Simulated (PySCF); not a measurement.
## Run report: CH14N2Si4, NMR shielding calculation

CH14N2Si4, SMILES C[Si]([SiH3])(N[SiH3])N[SiH3], computed with GIAO PBE0/pcSseg-1 NMR shielding, non-relativistic, gas phase (PySCF 2.14.0).

The geometry comes from this level: PBE0-D3(BJ)/def2-SVP. Figures and captions count atoms from 1; the log counts them from 0 in places.

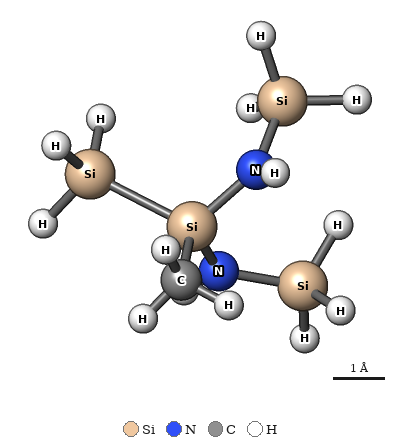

**Figure 1.** The structure as given in the input (ball-and-stick view, seen at a tilt).

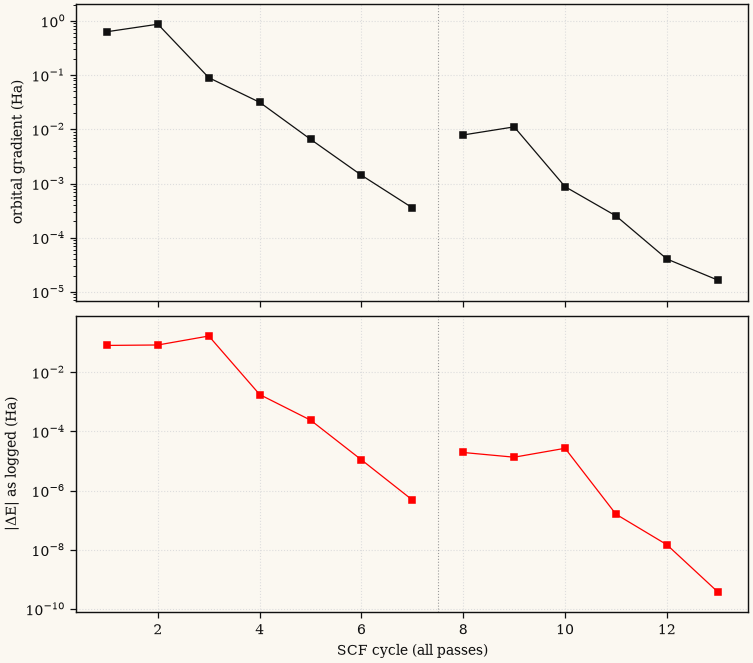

**Figure 2.** Convergence of the self-consistent field: orbital gradient and size of the energy change against the SCF cycle. The dotted line marks the change from a coarse to the final integration grid. The first 7 cycles use a coarse grid, the final grid takes over at cycle 8, and the field converges after 13 cycles in all.

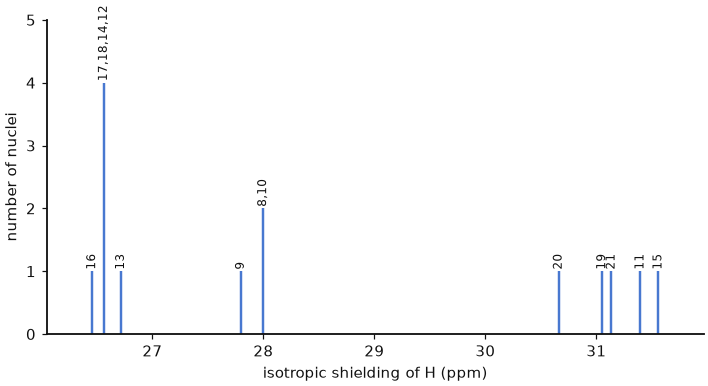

**Figure 3.** Isotropic shieldings of the hydrogen nuclei in this fixed geometry, labelled by atom number; shielding grows to the right, so chemical shift grows to the left. The least shielded is H16 (26.5 ppm), the most shielded H15 (31.6 ppm).

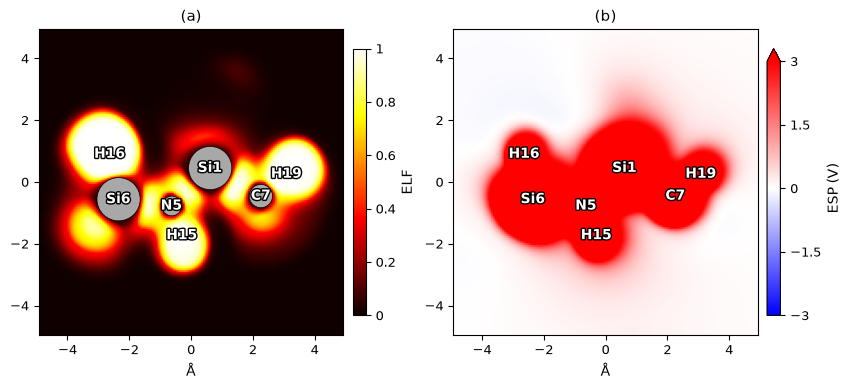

**Figure 4.** (a) ELF; (b) electrostatic potential on the plane of atoms N5, Si1 and C7. Grey discs, where drawn, cover atomic cores. The section cuts through Si, N, C and H sites. N–H (1.02 Å): the ELF climbs to about 1 towards the hydrogen, as it does in any bond to H (a covalent bond by its length). Si–H (1.49 Å): the ELF climbs to about 1 towards the hydrogen. The potential has no marked negative region in this plane.

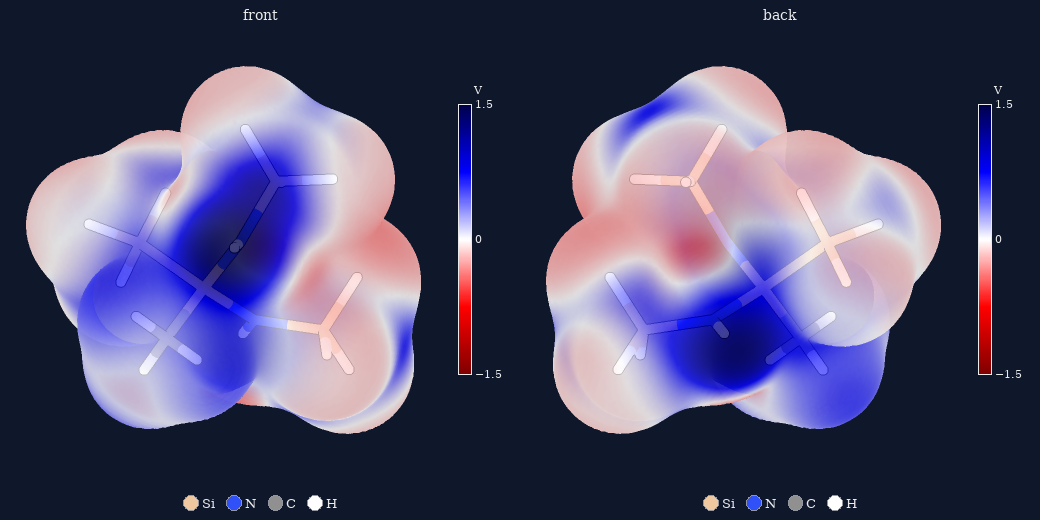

**Figure 5.** The electrostatic potential painted on the density surface at 0.001 e/bohr³, seen at a tilt and from behind; red is negative and blue positive. A positive charge is drawn to the negative regions and a negative charge to the positive ones.

The input and output of the run follow.

### Input file
```
{"job": {"kind": "nmr", "xc": "PBE0", "basis": "pcSseg-1"}, "charge": 0, "multiplicity": 1}
Si     0.388484    -0.577647     0.030671
Si     1.659427    -0.508605     2.011188
N     -1.282053    -0.765694     0.490528
Si    -2.622442    -0.142725    -0.434713
N      0.464085     0.906829    -0.890931
Si     0.203642     2.535292    -0.321445
C      1.010302    -1.936901    -1.101850
H      1.286169    -1.647165     2.914002
H      1.425254     0.764819     2.763006
H      3.125709    -0.617222     1.723684
H     -1.503443    -1.272500     1.341476
H     -2.771668     1.343446    -0.335245
H     -3.868928    -0.771999     0.099652
H     -2.488382    -0.483627    -1.884730
H      0.853904     0.812507    -1.825127
H     -0.410328     2.432055     1.033664
H     -0.705974     3.290624    -1.237040
H      1.479751     3.313574    -0.216642
H      0.950007    -2.917872    -0.606044
H      0.393062    -1.983116    -2.014201
H      2.058510    -1.768084    -1.395722
```

The first line tells a small driver script what to run in PySCF; the rest is the geometry in Å.

Launch command:
```bash
OMP_NUM_THREADS=1 python <driver script> task.json out
```

### Log
```
coarse grid: 18392 points
cycle   1  E = -1313.2451738149  dE =  8.114e-02  |g| = 6.341e-01  |ddm| = 4.048e+00
cycle   2  E = -1313.1611920633  dE =  8.398e-02  |g| = 8.726e-01  |ddm| = 1.295e+00
cycle   3  E = -1313.3301353728  dE = -1.689e-01  |g| = 8.993e-02  |ddm| = 9.023e-01
cycle   4  E = -1313.3319091210  dE = -1.774e-03  |g| = 3.158e-02  |ddm| = 1.226e-01
cycle   5  E = -1313.3321505843  dE = -2.415e-04  |g| = 6.555e-03  |ddm| = 3.190e-02
cycle   6  E = -1313.3321615778  dE = -1.099e-05  |g| = 1.423e-03  |ddm| = 9.950e-03
cycle   7  E = -1313.3321620613  dE = -4.835e-07  |g| = 3.564e-04  |ddm| = 2.041e-03
final grid: 156104 points
cycle   8  E = -1313.3653057882  dE = -1.951e-05  |g| = 7.888e-03  |ddm| = 2.134e-02
cycle   9  E = -1313.3652922658  dE =  1.352e-05  |g| = 1.112e-02  |ddm| = 1.614e-02
cycle  10  E = -1313.3653193261  dE = -2.706e-05  |g| = 8.752e-04  |ddm| = 9.924e-03
cycle  11  E = -1313.3653194859  dE = -1.599e-07  |g| = 2.529e-04  |ddm| = 9.882e-04
cycle  12  E = -1313.3653195008  dE = -1.489e-08  |g| = 4.051e-05  |ddm| = 2.419e-04
cycle  13  E = -1313.3653195012  dE = -3.786e-10  |g| = 1.652e-05  |ddm| = 6.887e-05
converged SCF energy = -1313.3653195012

GIAO shielding tensors (ppm)
atom      isotropic    diamagn.    paramagn.     s11        s22        s33       span
  0 Si     353.783     882.486    -528.702    328.053    348.156    385.141     57.089
  1 Si     465.928     881.795    -415.866    458.296    465.363    474.124     15.828
  2 N      243.037     328.036     -84.999    203.480    246.194    279.436     75.955
  3 Si     410.099     879.673    -469.573    364.406    397.748    468.145    103.739
  4 N      245.336     327.651     -82.316    220.249    246.101    269.658     49.409
  5 Si     405.870     879.814    -473.944    361.748    392.227    463.636    101.888
  6 C      179.573     257.194     -77.621    168.310    179.936    190.472     22.162
  7 H       27.994      29.734      -1.741     24.625     26.131     33.225      8.600
  8 H       27.796      30.167      -2.370     24.283     26.793     32.313      8.029
  9 H       27.999      29.540      -1.541     24.796     25.812     33.390      8.594
 10 H       31.396      33.955      -2.558     22.689     28.727     42.774     20.085
 11 H       26.603      30.003      -3.400     22.557     26.098     31.154      8.598
 12 H       26.716      28.251      -1.536     23.373     24.465     32.309      8.936
 13 H       26.578      29.770      -3.192     22.998     25.168     31.568      8.570
 14 H       31.559      34.411      -2.852     22.924     29.633     42.120     19.196
 15 H       26.456      30.874      -4.418     23.664     25.676     30.026      6.362
 16 H       26.520      28.988      -2.468     22.750     24.730     32.080      9.330
 17 H       26.545      28.690      -2.145     22.738     24.492     32.405      9.667
 18 H       31.051      30.783       0.269     27.289     28.342     37.524     10.235
 19 H       30.660      32.075      -1.416     26.457     29.049     36.473     10.016
 20 H       31.136      31.390      -0.254     27.245     28.645     37.517     10.272
```

### Key numbers

```csv
quantity,value
outcome,converged
total energy,−1313.365320 hartree
HOMO,−6.96 eV
LUMO,0.09 eV
dipole moment,1.23 D
"isotropic shielding, Si",353.8 to 465.9 ppm
"isotropic shielding, N",243.0 to 245.3 ppm
"isotropic shielding, C",179.6 ppm
"isotropic shielding, H",26.5 to 31.6 ppm
hardware,"1 CPU thread, shared host"
wall time,96 s
peak memory,1.3 GiB
```
